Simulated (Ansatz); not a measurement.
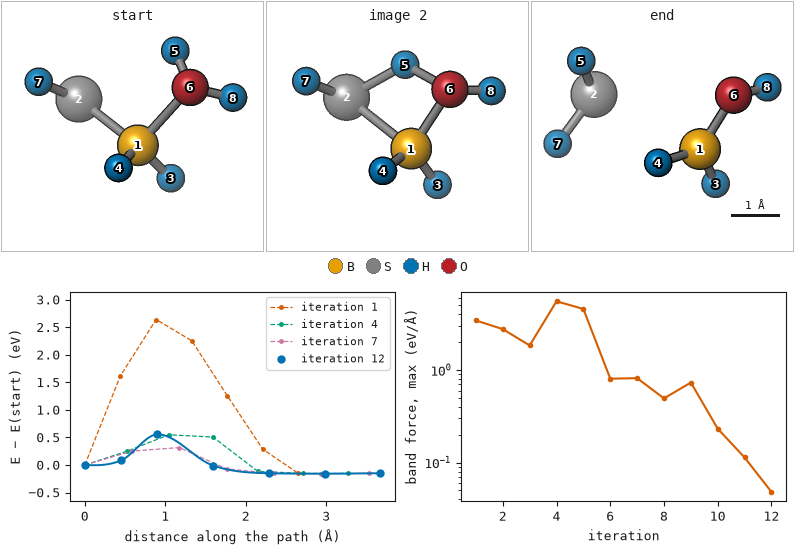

A search for the minimum-energy path of BH5SO by the nudged elastic band. Images are numbered from 0 (start) to 6 (end). The plot follows the band through its iterations. A ball-and-stick model, seen at a tilt.

The calculation used RKS PBE0-D4/def2-SVP (Ansatz).

Input
```yaml
crystal:
  periodic: [false, false, false]
  atoms:
    - {symbol: B, position_ang: [-0.090717, -0.405499, -0.529171]}
    - {symbol: S, position_ang: [1.590400, 0.410733, -0.485855]}
    - {symbol: H, position_ang: [0.007099, -1.593719, -0.372590]}
    - {symbol: H, position_ang: [-0.852029, -0.011966, -1.361999]}
    - {symbol: H, position_ang: [-0.054827, 0.551540, 1.367509]}
    - {symbol: O, position_ang: [-0.809549, 0.111544, 0.939353]}
    - {symbol: H, position_ang: [1.258471, 1.591403, -1.032728]}
    - {symbol: H, position_ang: [-1.048747, -0.654135, 1.475481]}
basis:
  gaussian: {orbitals: def2-SVP}
hamiltonian: {xc: pbe0, dispersion: d4}
neb:
  images: 5
  climbing: true
  max_iterations: 40
  initial_path: idpp
  final_atoms:
    - {symbol: B, position_ang: [-0.824225, -0.609499, -0.308597]}
    - {symbol: S, position_ang: [1.828027, 0.793561, 0.215881]}
    - {symbol: H, position_ang: [-0.226369, -1.596191, -0.641979]}
    - {symbol: H, position_ang: [-1.045851, 0.288569, -1.069486]}
    - {symbol: H, position_ang: [1.016044, 1.822033, 0.503270]}
    - {symbol: O, position_ang: [-1.392624, -0.520334, 0.917516]}
    - {symbol: H, position_ang: [1.851781, 1.102884, -1.089298]}
    - {symbol: H, position_ang: [-1.206681, -1.281122, 1.472694]}
```

Run as
```bash
ansatz run in.yaml --threads 2 --pin off --events-out ev --progress --plain --max-ram 4352MiB
```

How did the profile develop, and is the result final?

Answer. The run is converged, with reservations. The band converged in 12 iterations. The largest component of the band force went from 3.4 to 0.048 eV/Å. The climbing image converged on the top of the path. Its curvatures weren't checked. The largest force component is 0.29 eV/Å at the start and 0.39 eV/Å at the end; an end with forces this large is no minimum, and the barrier measured from it can be far off. The first iteration put the highest image at 2.64 eV. The highest point, image 2, lies 0.55 eV above the start and 0.71 eV above the end; the end is at −0.15 eV relative to the start. Image 5 lies below both ends, at −0.16 eV, so an end isn't at the bottom of its valley.

The run took 2.1 min on 2 threads of Intel Xeon Platinum 8488C (shared host).
